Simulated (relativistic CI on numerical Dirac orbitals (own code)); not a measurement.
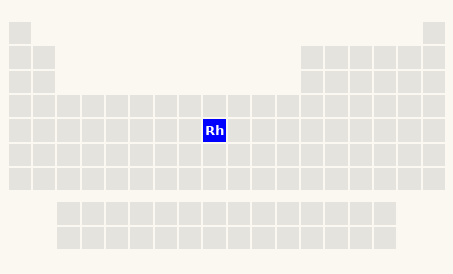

*The place of rhodium in the periodic table.*

## Rh⁴³⁺: relativistic CI calculation

Rh⁴³⁺. Level asked for: Dirac-Coulomb-Breit CI, KLI orbitals optimised for each configuration, model QED (radiative potential, 1s self-energy scaled to tabulated hydrogen-like ionisation energies) (relativistic CI on numerical Dirac orbitals, in-house).

## Input file
```
atom Rh  Z=45  charge=43  electrons=2
nucleus A=103  rms_radius_fm=4.4945
hamiltonian dirac-coulomb  breit=on  qed=on  c_scale=1
orbitals kli  potential=per-configuration
slater_scale 1
correlation none
mixing on
configurations
  1s2
  1s 2p
  1p 2p
  1s 1p
end
```

The program writes its results to a structured record and prints no log; tables and figures of this report are taken from that record.

## What the run reported

- outcome: not converged

## Diagnosis

The run did not meet its convergence test, so its last values are not results. To bear in mind: SCF of 1p 2p ended with code -1.
